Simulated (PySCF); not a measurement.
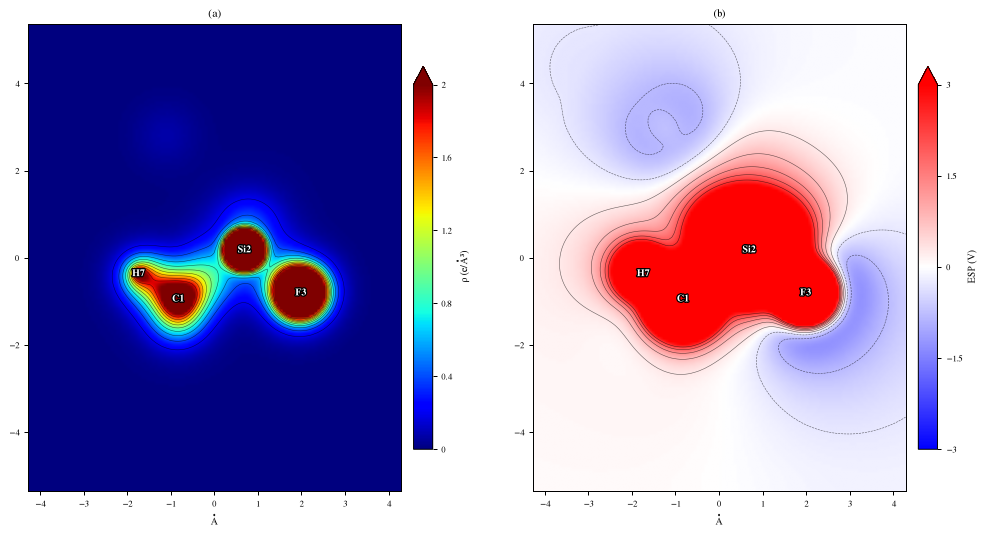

*C₂H₈F₂Si₂. (a) total electron density; (b) molecular electrostatic potential on the plane of atoms Si2, C1 and H7.*

Geometry: GFN2-xTB.

Method: PBE0/pcSseg-1, SCF density, gas phase, non-relativistic in PySCF 2.14.0.

Input file:

```
{"job": {"kind": "nmr", "xc": "PBE0", "basis": "pcSseg-1"}, "charge": 0, "multiplicity": 1}
C     -1.942262    -0.641889    -0.291007
Si    -1.020804    -0.056201     1.263283
F     -1.974598     1.064272     1.954181
Si     0.977094     1.017280     0.811170
C      2.004698    -0.118909    -0.351248
F      1.990558    -1.414507     0.138607
H     -1.400665    -1.439531    -0.790929
H     -2.931055    -1.020566    -0.045950
H     -2.072243     0.168434    -1.005185
H     -1.012184    -1.108180     2.278617
H      1.815000     1.255832     1.994733
H      0.907519     2.294944     0.083044
H      1.604187    -0.175467    -1.366489
H      3.054078     0.174016    -0.414969
```

Command:

```sh
OMP_NUM_THREADS=1 python probes_run.py task.json out
```

What do the fields say about this system?

Answer. The plane passes through C, Si, F and H nuclei.
Si–F (1.63 Å): the density is about 1 e/Å³ at the midpoint.
C–Si (1.90 Å): ρ at the midpoint is about 0.93 e/Å³.
C–H (1.09 Å): ρ at the midpoint is about 1.9 e/Å³.
Outside the dense part of the molecule the potential is most negative (−1.3 V) near F3.
